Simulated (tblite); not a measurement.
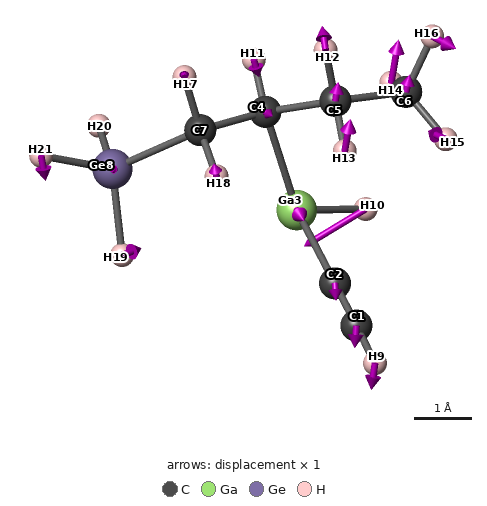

A relaxation of C6H13GaGe. The starting structure is drawn; purple arrows show the displacements, at their true length. The two geometries are superimposed by the best rigid fit.

The picture is a ball-and-stick view, seen at a tilt.

All numbers below come from GFN2-xTB geometry optimisation, gas phase (tblite). 

Q: Atoms of which element are displaced furthest, and by how much?

A: Hydrogen: up to 1.28 Å, against 0.40 Å for gallium.

Q: What did the optimiser do to the structure, and how much energy did it gain?

A: The atom that moves furthest after the best rigid fit is H10 (1.28 Å). Largest moves by element: H 1.28 Å, Ga 0.40 Å, C 0.40 Å, Ge 0.11 Å. Some distances before and after: Ga3–C6 2.989 → 3.250 Å, C2–Ga3 2.106 → 1.970 Å, Ge8–H20 1.548 → 1.499 Å, Ga3–H10 1.628 → 1.583 Å. Bond angles that change, for instance: C2–Ga3–C4 104.7° → 118.9°, Ga3–C4–C5 99.0° → 110.1°, Ga3–C4–H11 119.5° → 109.9°. Groups turn about C5–C6 by about 50°. After 95 geometry steps the energy has fallen by 0.951 eV.
